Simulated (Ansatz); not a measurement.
**RPA@PBE/cc-pVDZ run of CH5GaO (SMILES C[O][GaH2])**

Aim: the energy change on altering one bond length of CH5GaO at RPA@PBE/cc-pVDZ, from 2 runs. 

The results are computed with Ansatz 0.2.0.

56 further runs of the same task are left out: 56 set aside as unsound or not needed.

### 1 The molecule

The species is CH5GaO (8 atoms), meant as a singlet with charge 0. SMILES: `C[O][GaH2]`. Geometry: relaxed at PBE0-D4/def2-TZVP.

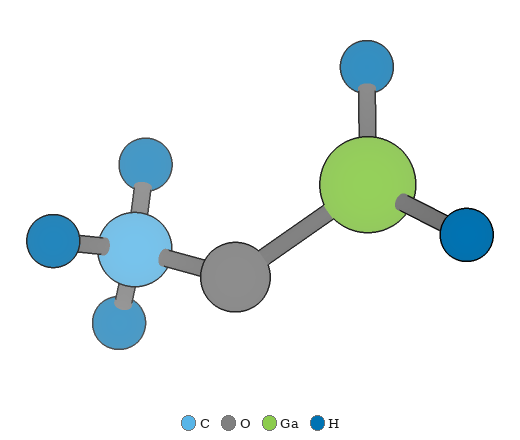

Viewed from a chosen angle; carbon blue, oxygen grey, gallium green, hydrogen blue.

### 2 A single-point energy at RPA@PBE/cc-pVDZ

File run.yaml:

```yaml
crystal:
  periodic: [false, false, false]
  atoms:
    - symbol: C
      position_ang: [-0.616800, 0.972600, -0.422900]
    - symbol: O
      position_ang: [-0.705300, -0.273500, 0.213500]
    - symbol: Ga
      position_ang: [0.703200, -1.302000, 0.579300]
    - symbol: H
      position_ang: [-1.200200, 0.962000, -1.350600]
    - symbol: H
      position_ang: [0.414200, 1.256200, -0.676600]
    - symbol: H
      position_ang: [-1.030600, 1.754200, 0.224300]
    - symbol: H
      position_ang: [2.093900, -0.732800, 0.142900]
    - symbol: H
      position_ang: [0.341700, -2.636700, 1.290100]
basis:
  gaussian:
    orbitals: cc-pVDZ
accuracy: high
hamiltonian:
  xc: pbe
correlation:
  method: rpa
  frozen_orbitals: {C: 1, Ga: 9, H: 0, O: 1}
```

Launch:

```
ansatz run run.yaml --threads 1 --pin off --max-ram 3480MiB --events-out events.jsonl --progress --plain --runs-dir runs
```

Output:

```text
Warning: RAYON_NUM_THREADS=1 ignored (pool sized by the plan → 1); use --threads N
Functional definition: PBE
  name "PBE"
  parameter kappa = 0.804
  parameter beta = 0.06672455060314922
  exchange = pbe_x(kappa = kappa, mu = beta*pi^2/3)
  correlation = pbe_c(beta = beta)
1865 factors; integrals over basis functions are off by at most 4.4e-9 eV
mean field evaluation 1: about -55523.3664 eV, gradient 5.7e1 eV
mean field evaluation 2: about -55523.3631 eV, gradient 5.7e1 eV
mean field evaluation 4: about -55528.8892 eV, gradient 2.7e1 eV
mean field evaluation 8: about -55530.7123 eV, gradient 7.4e-1 eV
mean field evaluation 16: about -55530.7131 eV, gradient 2.5e-5 eV
mean field -55530.71307816 eV, -2040.7160655532 hartree, gradient 1.2e-8 eV, S^2 0.000000; 0 other end points of the search recorded, 0 dependent functions left out
11 core orbitals not correlated: weight in the atoms' cores, before any rotation towards them, 1.000 or more for the frozen orbitals, at most 0.000 for the correlated occupied ones
reference -55478.89926381 eV, -2038.8119429964 hartree; 14, 14 occupied and 55, 55 virtual orbitals, 1865 factors
Total energy: -55498.43732886 eV, -2039.5299536438 hartree
```

Run time: 11 s. Hardware: 1 thread of Arm Neoverse V1, shared host; peak memory 0.28 GiB.

### 3 The distorted shape, same level

File input.yaml:

```yaml
crystal:
  periodic: [false, false, false]
  atoms:
    - {symbol: C, position_ang: [-0.441795, 0.975780, -0.144614]}
    - {symbol: O, position_ang: [-0.530295, -0.270320, 0.491786]}
    - {symbol: Ga, position_ang: [0.878205, -1.298820, 0.857586]}
    - {symbol: H, position_ang: [-1.200200, 0.962000, -1.350600]}
    - {symbol: H, position_ang: [0.589205, 1.259380, -0.398314]}
    - {symbol: H, position_ang: [-0.855595, 1.757380, 0.502586]}
    - {symbol: H, position_ang: [2.268905, -0.729620, 0.421186]}
    - {symbol: H, position_ang: [0.516705, -2.633520, 1.568386]}
basis:
  gaussian: {orbitals: cc-pVDZ}
hamiltonian: {xc: {name: PBE}}
correlation: {method: rpa, frozen_orbitals: {C: 1, Ga: 9, H: 0, O: 1}}
accuracy: high
```

Launch:

```
ansatz run input.yaml --threads 1 --pin off --max-ram 3480MiB --events-out events.jsonl --progress --plain --runs-dir runs
```

Output, cut to the lines that bear on the results:

```text
Warning: RAYON_NUM_THREADS=1 ignored (pool sized by the plan → 1); use --threads N
[... 6 set-up lines as earlier in the session ...]
1866 factors; integrals over basis functions are off by at most 4.7e-9 eV
mean field evaluation 1: about -55522.6665 eV, gradient 5.7e1 eV
mean field evaluation 2: about -55522.6642 eV, gradient 5.7e1 eV
mean field evaluation 4: about -55528.3144 eV, gradient 2.4e1 eV
mean field evaluation 8: about -55529.8937 eV, gradient 7.6e-1 eV
mean field evaluation 16: about -55529.8946 eV, gradient 4.5e-5 eV
mean field -55529.89460147 eV, -2040.6859870895 hartree, gradient 5.5e-8 eV, S^2 0.000000; 0 other end points of the search recorded, 0 dependent functions left out
11 core orbitals not correlated: weight in the atoms' cores, before any rotation towards them, 1.000 or more for the frozen orbitals, at most 0.000 for the correlated occupied ones
reference -55477.77100672 eV, -2038.7704803132 hartree; 14, 14 occupied and 55, 55 virtual orbitals, 1866 factors
Total energy: -55497.59097131 eV, -2039.4988505774 hartree
```

Run time: 11 s. Hardware: 1 thread of Arm Neoverse V1, shared host; peak memory 0.28 GiB.

### 4 What came out

Level: RPA@PBE/cc-pVDZ, 11 core orbitals frozen.

```
                                                         quantity           value
                                        first shape: total energy  -2039.52995 Eh
                    first shape: RPA correlation energy (valence)      -718.0 mEh
                                    distorted shape: total energy  -2039.49885 Eh
                distorted shape: RPA correlation energy (valence)      -728.4 mEh
energy change with the C1–H4 bond stretched from 1.096 to 1.425 Å        0.846 eV
```

**Reading.** With the C1–H4 bond stretched from 1.096 to 1.425 Å the energy rises by 0.85 eV (81.7 kJ/mol). The first shape isn't relaxed at this level, so the change isn't measured from a minimum.
